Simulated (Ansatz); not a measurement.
**(NaCl)2(LiBr)2 [001] superlattice, started as rocksalt type: from the cell to its phonons**

How does (NaCl)2(LiBr)2 [001] superlattice, started as rocksalt type vibrate, and is this structure a minimum?

Program: Ansatz 0.2.0. Level of theory: DFT PBEsol, scalar-relativistic, plane waves, PAW. Results are calculated unless marked as measured.

The structure was built from a prototype and need not be the compound's stable phase.

### Step 1. Set-up

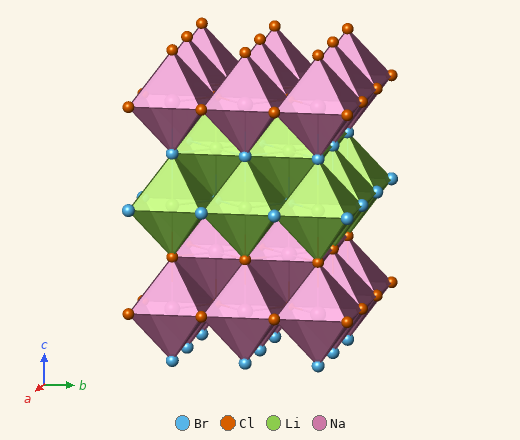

The cell as given, slightly off an axis (bromine blue, chlorine orange, lithium green, sodium pink). 2×2×1 cells are drawn. Some periodic images of atoms are drawn too.

### Step 2. Relaxation

The cell and atoms are relaxed, since residual forces and stress would shift the frequencies.

Input file input.yaml:

```yaml
crystal:
  lattice:
    - [2.785, 2.785, 0.0]
    - [-2.785, 2.785, 0.0]
    - [0.0, 0.0, 11.14]
  atoms:
    - { symbol: Br, position: [0.5, 0.5, 0.5] }
    - { symbol: Br, position: [0.0, 0.0, 0.75] }
    - { symbol: Cl, position: [0.5, 0.5, 0.0] }
    - { symbol: Cl, position: [0.0, 0.0, 0.25] }
    - { symbol: Li, position: [0.0, 0.0, 0.5] }
    - { symbol: Li, position: [0.5, 0.5, 0.75] }
    - { symbol: Na, position: [0.0, 0.0, 0.0] }
    - { symbol: Na, position: [0.5, 0.5, 0.25] }
kpoints:
  mp_grid: { grid: [6, 6, 2] }
hamiltonian:
  xc: pbesol
scf:
  occupations: { method: gaussian, width: 0.02 }
output:
  forces: true
  stress: true
  eigenvalues: true
relax:
  adjacent_minimum: "off"
  f_tol: 0.005
  max_steps: 80
  cell: { stress_tol: 0.05 }
```

Started as:

```sh
ansatz run input.yaml --threads 4 --pin off --max-ram 14336MiB --backend cpu --events-out ev --progress --plain --runs-dir out
```

Numbers of over 12 decimals in the logs are rounded to 6 here.

Output:

```text
Engine: ansatz 0.2.0, x86_64-unknown-linux-gnu
Pseudopotentials: kind: paw
Pseudopotential: Br, paw, valence charge 7, recommended cutoff 420 eV (normal), Br.paw.azcp
Pseudopotential: Cl, paw, valence charge 7, recommended cutoff 420 eV (normal), Cl.paw.azcp
Pseudopotential: Li, paw, valence charge 3, recommended cutoff 420 eV (normal), Li.paw.azcp
Pseudopotential: Na, paw, valence charge 9, recommended cutoff 420 eV (normal), Na.paw.azcp
Functional definition: PBEsol
  exchange = pbesol_x
  correlation = pbesol_c
Crystal: 8 atoms, lattice volume = 172.809 Å³
Basis set: ecut = 420 eV, 3413 PW (Γ), exchange–correlation on 54×54×150 points (8 copies of the dense FFT grid, shifted against one another)
Bands: 34, of which v1, the nominal top of the filled ones, is band 26 counted from 1 (25 counted from 0)
Symmetry: 16 space group operations
Space group: P4/nmm (ITA 129), of the structure as read, at distance tolerance 5.6e-5 Å
k-points: 20 of 72
Non-local potential: Br, projectors of the file, l = 0: 2, l = 1: 2, l = 2: 2
Non-local potential: Cl, projectors of the file, l = 0: 2, l = 1: 2, l = 2: 2
Non-local potential: Li, projectors of the file, l = 0: 3, l = 1: 2, l = 2: 1
Non-local potential: Na, projectors of the file, l = 0: 3, l = 1: 2, l = 2: 1
PAW form: soft (Blöchl's): semilocal exchange-correlation on the pseudo side does not see the compensation charge
PAW frozen core: Br, regenerated for the run's functional, and the local potential with it (the file was generated under x = pbe(κ = 0.804, μ = 0.219515), c = pbe(β = 0.066725))
PAW frozen core: Cl, regenerated for the run's functional, and the local potential with it (the file was generated under x = pbe(κ = 0.804, μ = 0.219515), c = pbe(β = 0.066725))
PAW frozen core: Na, regenerated for the run's functional, and the local potential with it (the file was generated under x = pbe(κ = 0.804, μ = 0.219515), c = pbe(β = 0.066725))
PAW one-centre angular grid: Br, 110 points (default); XC on 64 Gauss nodes
PAW one-centre angular grid: Cl, 110 points (default); XC on 64 Gauss nodes
PAW one-centre angular grid: Li, 110 points (default); XC on 64 Gauss nodes
PAW one-centre angular grid: Na, 110 points (default); XC on 64 Gauss nodes
Initial density: superposition of atomic densities (neutral atoms: chi_scale 0, normalization atom), corrected by the library's trained network
Initial wavefunctions: pseudopotential atomic-orbital guess
Functional: x = pbesol(κ = 0.804, μ = 0.123457), c = pbesol(β = 0.046)
SCF iter   1: F=—  HF=-10965.625032 eV  |F-HF|=—  |Δ(HF+E_count)|=         —  Δρ=3.33e-3  dr2=3.14e-2  ethr=1.77e-3  ⟨swp⟩=8.8  Hψ=3430  notcnv=0
preconditioner: auto → Resta (q_TF=auto, 2.233 Å⁻¹)  ε∞=2.8  [insulator: Δε(μ)=4.794 eV  Ē_g=11.790 eV  σ=0.020 eV  W_gap=1.00  n_scr=26 (ndim 8)  ℏωp=16.0 eV  f_vac=0.000  D(μ)=0.00/eV (n_scr^D=0)  ε∞_Penn≈2.8]
SCF iter   2: F=—  HF=-10965.615338 eV  |F-HF|=—  |Δ(HF+E_count)|=   9.69e-3  Δρ=1.17e-3  dr2=4.05e-3  ethr=6.04e-5  ⟨swp⟩=2.6  Hψ=1239  notcnv=0  defer=68
SCF iter   3: F=—  HF=-10965.614419 eV  |F-HF|=—  |Δ(HF+E_count)|=   9.19e-4  Δρ=3.88e-4  dr2=3.34e-4  ethr=7.78e-6  ⟨swp⟩=2.1  Hψ=944  notcnv=0  defer=68
SCF iter   4: F=—  HF=-10965.614457 eV  |F-HF|=—  |Δ(HF+E_count)|=   3.81e-5  Δρ=6.99e-5  dr2=9.37e-6  ethr=6.42e-7  ⟨swp⟩=2.0  Hψ=831  notcnv=0  defer=68
SCF iter   5: F=—  HF=-10965.614555 eV  |F-HF|=—  |Δ(HF+E_count)|=   9.76e-5  Δρ=1.56e-5  dr2=3.39e-7  ethr=1.80e-8  ⟨swp⟩=2.0  Hψ=1094  notcnv=0  defer=68
SCF iter   6: F=-10965.614555 eV  HF=-10965.614555 eV  |F-HF|=5.63e-9  |Δ(HF+E_count)|=   3.21e-7  Δρ=2.93e-6  dr2=1.44e-8  ethr=1.92e-10  ⟨swp⟩=11.1  Hψ=3675  notcnv=0
SCF 1 converged in 6 iterations: F = -10965.614555 eV  dr2 = 1.44e-8
  greatest PAW one-centre occupation: 0.999 electrons in one spin orbital (limit 2), on the Na atom at site 7 (counted from 0), in its partial waves of l = 0
relax step   1: F+E_penalty+E_count = -10965.61455524 eV  Δ(F+E_penalty+E_count) = +0.000e0 eV  max|allowed force component| = 3.398e-1 eV/Å  Δτ_max = 0.0000 Å  P = -0.635 GPa  Ω = 172.809 Å³  (6 SCF iters, dr2 threshold 1.00e-7 eV, accepted)
Crystal: 8 atoms, lattice volume = 166.053 Å³
Basis set: ecut = 420 eV, 3309 PW (Γ), exchange–correlation on 54×54×150 points (8 copies of the dense FFT grid, shifted against one another)
Initial density: handed on by an earlier stage of this run
Initial wavefunctions: those handed on with the density
iter 1 solved again at ethr=8.15e-5 eV; its pass at ethr=3.10e-3 eV (dr2=4.24e-2 eV) is discarded
SCF iter   1: F=—  HF=-10965.638818 eV  |F-HF|=—  |Δ(HF+E_count)|=         —  Δρ=4.81e-3  dr2=4.32e-2  ethr=8.15e-5  ⟨swp⟩=2.1  Hψ=3559  notcnv=0
preconditioner: auto → Resta (q_TF=auto, 2.248 Å⁻¹)  ε∞=2.9  [insulator: Δε(μ)=4.242 eV  Ē_g=11.971 eV  σ=0.020 eV  W_gap=1.00  n_scr=26 (ndim 8)  ℏωp=16.3 eV  f_vac=0.000  D(μ)=0.00/eV (n_scr^D=0)  ε∞_Penn≈2.9]
SCF iter   2: F=—  HF=-10965.629304 eV  |F-HF|=—  |Δ(HF+E_count)|=   9.51e-3  Δρ=2.30e-3  dr2=7.60e-3  ethr=8.15e-5  ⟨swp⟩=2.3  Hψ=1036  notcnv=0
SCF iter   3: F=—  HF=-10965.628292 eV  |F-HF|=—  |Δ(HF+E_count)|=   1.01e-3  Δρ=5.44e-4  dr2=6.07e-4  ethr=1.46e-5  ⟨swp⟩=2.2  Hψ=1052  notcnv=0
SCF iter   4: F=—  HF=-10965.628401 eV  |F-HF|=—  |Δ(HF+E_count)|=   1.09e-4  Δρ=8.67e-5  dr2=1.30e-5  ethr=1.17e-6  ⟨swp⟩=2.8  Hψ=1175  notcnv=0
SCF iter   5: F=—  HF=-10965.628405 eV  |F-HF|=—  |Δ(HF+E_count)|=   4.07e-6  Δρ=3.13e-5  dr2=1.16e-6  ethr=2.50e-8  ⟨swp⟩=2.0  Hψ=1169  notcnv=0
SCF iter   6: F=-10965.628405 eV  HF=-10965.628405 eV  |F-HF|=1.26e-8  |Δ(HF+E_count)|=   1.06e-7  Δρ=5.38e-6  dr2=4.32e-8  ethr=1.54e-9  ⟨swp⟩=6.9  Hψ=2724  notcnv=0
SCF 2 converged in 6 iterations: F = -10965.628405 eV  dr2 = 4.32e-8
  greatest PAW one-centre occupation: 0.999 electrons in one spin orbital (limit 2), on the Li atom at site 5 (counted from 0), in its partial waves of l = 0
relax step   2: F+E_penalty+E_count = -10965.62840506 eV  Δ(F+E_penalty+E_count) = -1.385e-2 eV  max|allowed force component| = 4.576e-1 eV/Å  Δτ_max = 0.1845 Å  P = +0.261 GPa  Ω = 166.053 Å³  energy of the carried Pulay correction = +3.045e-4 eV  (6 SCF iters, dr2 threshold 8.00e-7 eV, accepted)
Crystal: 8 atoms, lattice volume = 168.207 Å³
Basis set: ecut = 420 eV, 3325 PW (Γ), exchange–correlation on 54×54×150 points (8 copies of the dense FFT grid, shifted against one another)
iter 1 solved again at ethr=1.17e-4 eV; its pass at ethr=3.10e-3 eV (dr2=6.08e-2 eV) is discarded
SCF iter   1: F=—  HF=-10965.693754 eV  |F-HF|=—  |Δ(HF+E_count)|=         —  Δρ=5.24e-3  dr2=6.08e-2  ethr=1.17e-4  ⟨swp⟩=2.1  Hψ=3456  notcnv=0
preconditioner: auto → Resta (q_TF=auto, 2.243 Å⁻¹)  ε∞=2.8  [insulator: Δε(μ)=4.484 eV  Ē_g=11.987 eV  σ=0.020 eV  W_gap=1.00  n_scr=26 (ndim 8)  ℏωp=16.2 eV  f_vac=0.001  D(μ)=0.00/eV (n_scr^D=0)  ε∞_Penn≈2.8]
SCF iter   2: F=—  HF=-10965.677634 eV  |F-HF|=—  |Δ(HF+E_count)|=   1.61e-2  Δρ=2.51e-3  dr2=9.95e-3  ethr=1.17e-4  ⟨swp⟩=2.2  Hψ=1038  notcnv=0
SCF iter   3: F=—  HF=-10965.674974 eV  |F-HF|=—  |Δ(HF+E_count)|=   2.66e-3  Δρ=4.19e-4  dr2=2.78e-4  ethr=1.91e-5  ⟨swp⟩=2.5  Hψ=1293  notcnv=0
SCF iter   4: F=—  HF=-10965.674747 eV  |F-HF|=—  |Δ(HF+E_count)|=   2.27e-4  Δρ=6.90e-5  dr2=1.01e-5  ethr=5.35e-7  ⟨swp⟩=2.2  Hψ=1059  notcnv=0
SCF iter   5: F=-10965.674749 eV  HF=-10965.674749 eV  |F-HF|=3.77e-8  |Δ(HF+E_count)|=   2.02e-6  Δρ=1.57e-5  dr2=3.41e-7  ethr=1.54e-9  ⟨swp⟩=8.6  Hψ=3333  notcnv=0
SCF 3 converged in 5 iterations: F = -10965.674749 eV  dr2 = 3.41e-7
relax step   3: F+E_penalty+E_count = -10965.67474892 eV  Δ(F+E_penalty+E_count) = -4.634e-2 eV  max|allowed force component| = 6.658e-2 eV/Å  Δτ_max = 0.1269 Å  P = -0.132 GPa  Ω = 168.207 Å³  energy of the carried Pulay correction = +2.061e-4 eV  (5 SCF iters, dr2 threshold 8.00e-7 eV, accepted)
[...]
relax step   4: F+E_penalty+E_count = -10965.67869733 eV  Δ(F+E_penalty+E_count) = -3.948e-3 eV  max|allowed force component| = 1.183e-2 eV/Å  Δτ_max = 0.0245 Å  P = -0.078 GPa  Ω = 167.979 Å³  energy of the carried Pulay correction = +2.164e-4 eV  (5 SCF iters, dr2 threshold 2.77e-7 eV, accepted)
[...]
relax step   5: F+E_penalty+E_count = -10965.67890330 eV  Δ(F+E_penalty+E_count) = -2.060e-4 eV  max|allowed force component| = 6.753e-3 eV/Å  Δτ_max = 0.0025 Å  P = -0.022 GPa  Ω = 167.629 Å³  energy of the carried Pulay correction = +2.324e-4 eV  (5 SCF iters, dr2 threshold 1.59e-8 eV, accepted)
[...]
relax step   6: F+E_penalty+E_count = -10965.67895839 eV  Δ(F+E_penalty+E_count) = -5.508e-5 eV  max|allowed force component| = 1.700e-3 eV/Å  Δτ_max = 0.0035 Å  P = -0.001 GPa  Ω = 167.494 Å³  energy of the carried Pulay correction = +2.385e-4 eV  (5 SCF iters, dr2 threshold 2.85e-9 eV, accepted)
Initial wavefunctions: pseudopotential atomic-orbital guess (no wavefunctions were taken with the density)
iter 1 solved again at ethr=8.39e-7 eV; its pass at ethr=3.10e-3 eV (dr2=4.36e-4 eV) is discarded
SCF iter   1: F=—  HF=-10965.678801 eV  |F-HF|=—  |Δ(HF+E_count)|=         —  Δρ=1.62e-5  dr2=9.47e-8  ethr=8.39e-7  ⟨swp⟩=3.2  Hψ=5001  notcnv=0
eigensolver tolerance schedule: the retry pair's looser diagonalisation over-reported the residual by 4606.31 of it (diagonalisation noise at an unbounded share of the residual, at the tolerance the schedule requests for it); recorded, not acted on — ethr = c·dr2/N_el stays at c = 1.0e-1
preconditioner: auto → Resta (q_TF=auto, 2.245 Å⁻¹)  ε∞=2.8  [insulator: Δε(μ)=4.593 eV  Ē_g=12.003 eV  σ=0.020 eV  W_gap=1.00  n_scr=26 (ndim 8)  ℏωp=16.2 eV  f_vac=0.001  D(μ)=0.00/eV (n_scr^D=0)  ε∞_Penn≈2.8]
SCF iter   2: F=—  HF=-10965.678687 eV  |F-HF|=—  |Δ(HF+E_count)|=   1.14e-4  Δρ=8.64e-6  dr2=3.27e-8  ethr=1.82e-10  ⟨swp⟩=3.5  Hψ=1615  notcnv=0
SCF iter   3: F=—  HF=-10965.678687 eV  |F-HF|=—  |Δ(HF+E_count)|=   4.22e-8  Δρ=3.95e-6  dr2=4.82e-9  ethr=6.29e-11  ⟨swp⟩=2.0  Hψ=1042  notcnv=0
SCF iter   4: F=—  HF=-10965.678687 eV  |F-HF|=—  |Δ(HF+E_count)|=   1.45e-8  Δρ=5.59e-7  dr2=1.41e-10  ethr=9.26e-12  ⟨swp⟩=2.0  Hψ=958  notcnv=0
SCF iter   5: F=-10965.678687 eV  HF=-10965.678687 eV  |F-HF|=3.64e-12  |Δ(HF+E_count)|=  2.33e-10  Δρ=9.40e-8  dr2=9.96e-12  ethr=1.00e-12  ⟨swp⟩=5.8  Hψ=2646  notcnv=0
SCF 7 converged in 5 iterations: F = -10965.678687 eV  dr2 = 9.96e-12
relax step   7: F+E_penalty+E_count = -10965.67868714 eV  Δ(F+E_penalty+E_count) = +2.712e-4 eV  max|allowed force component| = 1.690e-3 eV/Å  Δτ_max = 0.0000 Å  P = +0.001 GPa  Ω = 167.494 Å³  stress off target by 3.69e-3 GPa  SCF on the basis re-selected at this cell (its energy is not comparable with the rows above)  (5 SCF iters)
basis re-selected at this cell: Δ(F+E_penalty+E_count) = +2.712e-4 eV, ΔP = +0.002 GPa vs the last step (what re-selecting the basis moved, of the pressure what is left beyond the Pulay correction that the steps carried, after the strain that the cell walked since its last selection, with what the two solves' SCF thresholds leave and, on support functions, any second-order correction that the steps lacked; it is no m [...]
SCF converged after 5 iterations
Free energy (F): -10965.678687 eV
Harris-Foulkes:  -10965.678687 eV  (|F-HF|=3.64e-12)
Internal energy: -10965.678687 eV  (E = F + TS)
E sigma→0 (E₀):  -10965.678687 eV
Fermi energy:    4.365175 eV
--- Per-component energies (eV) ---
  E_band       = -658.589970
  E_kinetic    = 876.936446
  E_local      = -4052.023087  (includes V_loc(G=0)·N_el)
  E_nonlocal   = 364.714925
  E_hartree    = 1426.116124
  E_xc         = -835.948777
  E_vxc        = -581.088429  (∫ρ·V_xc dr)
  E_paw        = -6235.450273  (= ΣΔE_a)
  E_vpaw       = -119.362262  (= ΣTr[D̂ρ^β])
  E_aug_tail   = 0.000114  (compensation charges beyond the density's cutoff)
  E_ewald      = -2510.474951
  E_core_change = 0.450792  (= ΣΔE_core)
  E_smearing   = -0.000000  (= −TS)
  E_closure    = 0.000000  (closes the sum)
  Σ components = -10965.678687   (vs F -10965.678687, Δ=0.00e0)
--- Forces (eV/Å), atoms counted from 1 ---
  atom   1  Br     0.00000000     0.00000000    -0.00139508
  atom   2  Br     0.00000000     0.00000000     0.00139508
  atom   3  Cl     0.00000000     0.00000000    -0.00159999
  atom   4  Cl     0.00000000     0.00000000     0.00159999
  atom   5  Li     0.00000000     0.00000000    -0.00060314
  atom   6  Li     0.00000000     0.00000000     0.00060314
  atom   7  Na    -0.00000000     0.00000000    -0.00168974
  atom   8  Na    -0.00000000     0.00000000     0.00168974
  max |Σ_I F_I| component: 2.17e-19 eV/Å
--- Stress (GPa, compression-positive) ---
        0.002838       0.000000       0.000000
        0.000000       0.002838       0.000000
        0.000000       0.000000      -0.003695
  P = ⅓ Tr σ = 0.0007 GPa (0.007 kbar)
--- Band table (eV; the first three rows and the last of 20) ---
  k-point 0: bands = [... 22 lower, 1.3648, 1.8476, 2.0421, 2.0421, 6.6617, 8.5659, 8.9098, 8.9790, ... 4 higher]
  k-point 1: bands = [... 22 lower, 1.4275, 1.5616, 2.0221, 2.0221, 7.2178, 7.6518, 8.8371, 9.0687, ... 4 higher]
  k-point 2: bands = [... 22 lower, 1.4545, 1.6306, 1.8466, 2.0621, 7.2939, 8.8404, 8.8658, 8.9487, ... 4 higher]
  k-point 19: bands = [... 22 lower, 0.7932, 0.7932, 1.1144, 1.1144, 9.0729, 9.0729, 9.2808, 9.2808, ... 4 higher]
--- Relaxed structure (6 steps of the walk, 6 accepted, 1 SCFs on fresh bases) ---
  F+E_penalty+E_count = -10965.67868714 eV   max|allowed force component| = 1.690e-3 eV/Å   (the final SCF, on the basis selected at the relaxed cell)
  cell:  # Å, volume = 167.4938 Å³
    - [2.758669, 2.758669, 0.0]
    - [-2.758669, 2.758669, 0.0]
    - [0.0, 0.0, 11.004485]
  atoms:
    - { symbol: Br, position: [0.5, 0.5, 0.506963] }
    - { symbol: Br, position: [0, 0, 0.743037] }
    - { symbol: Cl, position: [0.5, 0.5, -0.00739319] }
    - { symbol: Cl, position: [0, 0, 0.257393] }
    - { symbol: Li, position: [0, 0, 0.497405] }
    - { symbol: Li, position: [0.5, 0.5, 0.752595] }
    - { symbol: Na, position: [0, 0, 0.00246591] }
    - { symbol: Na, position: [0.5, 0.5, 0.247534] }
```

The job ended after 7.6 s (4 threads of AMD EPYC 9R14 (Zen 4), shared host; peak memory 0.61 GiB).

Step by step:

```
step  energy less that of the first step (eV)  largest force component (eV/Å)  pressure (GPa)  volume (Å³)
   1                                   0.0000                          0.3398           -0.64       172.81
   2                                  -0.0138                          0.4576            0.26       166.05
   3                                  -0.0602                          0.0666           -0.13       168.21
   4                                  -0.0641                          0.0118           -0.08       167.98
   5                                  -0.0643                          0.0068           -0.02       167.63
   6                                  -0.0644                          0.0017            0.00       167.49
  7*                                  -0.0641                          0.0017            0.00       167.49
```

Relaxation steps marked * repeat the geometry before them on a plane-wave basis chosen anew for their cell, so energy and pressure can jump there.

The run keeps the 16 symmetry operations that it works with, so distortions that break them were not tested.

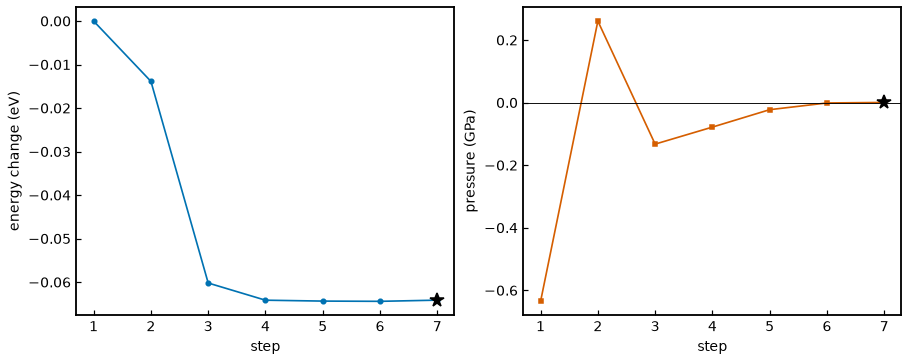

Energy and pressure along the relaxation. Stars mark steps on a basis chosen anew.

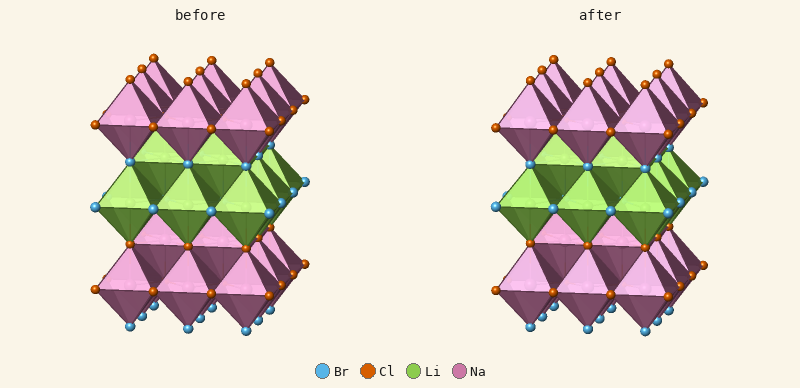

The structure before and after the relaxation, drawn at the same scale.

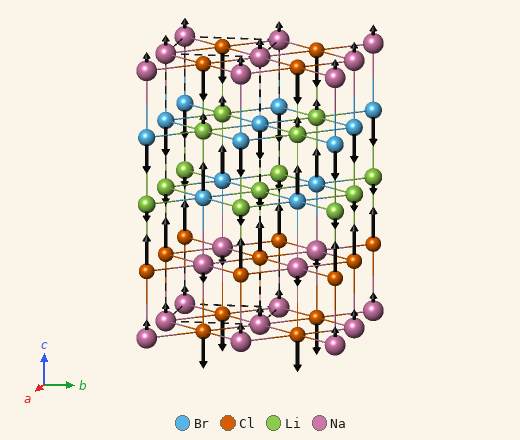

Displacements in the relaxation, exaggerated, measured against the changing cell; the longest in the cell stands for 0.08 Å. 2×2×1 cells are drawn. Some periodic images of atoms are drawn too.

```
conventional cell, symmetrised  before   after  change
                         a (Å)   3.939   3.901  -0.9 %
                         b (Å)   3.939   3.901  -0.9 %
                         c (Å)  11.140  11.004  -1.2 %
              volume (Å³/atom)   21.60   20.94  -3.1 %
```

The atoms that moved most (Å, as changes of fractional coordinates times the final cell):

```
atom     dx     dy      dz  length
 Cl3  0.000  0.000  -0.081   0.081
 Cl4  0.000  0.000   0.081   0.081
 Br1  0.000  0.000   0.077   0.077
 Br2  0.000  0.000  -0.077   0.077
 Li5  0.000  0.000  -0.029   0.029
 Li6  0.000  0.000   0.029   0.029
 Na8  0.000  0.000  -0.027   0.027
 Na7  0.000  0.000   0.027   0.027
```

This step gave:

* pressure: 6.61e-4 GPa
* gap on the k-mesh: 4.593 eV
* volume per atom: 20.94 Å³
* direct gap on mesh: 4.620 eV

In this step the volume went from 21.60 to 20.94 Å³/atom.

(Part 1 of 3 ends here.)

[Logs are printed without paths, hosts, clocks, repeated set-up lines and the standing remarks that a program may print on its own settings, such as how far it seeks lower states.]

[Hosts, paths, dates, database ids (printed as entryN), source tags and the programs' standing remarks are cut or masked in the printed files.]
